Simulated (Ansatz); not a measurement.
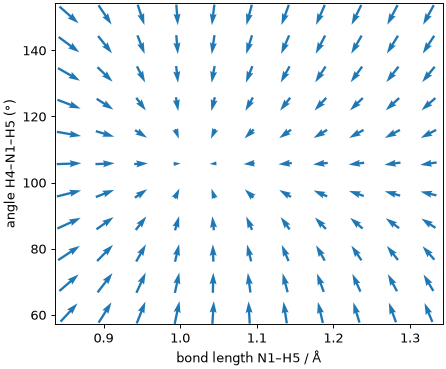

BBrH4N, SMILES [NH3+]BBr, charge +1. 
- The first coordinate is: bond length N1–H5; the second: angle H4–N1–H5.
- Nothing is relaxed (all other coordinates rigid).
- The scan uses an 11 × 11 grid.
- Level of theory: Ansatz, RKS BHLYP-D4/def2-TZVP.

In the figure: arrows along the force (downhill), their lengths compressed.

### The arrows alone are given. Where is the energy lowest?

The arrows converge at about bond length N1–H5 = 1.018 Å, angle H4–N1–H5 = 106° (read from the interpolated surface).

The energy map of the same scan:

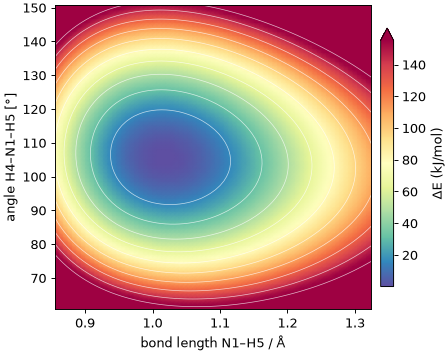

Energies are in kJ/mol, from the relaxed molecule at the same level; between grid points the surface is interpolated.
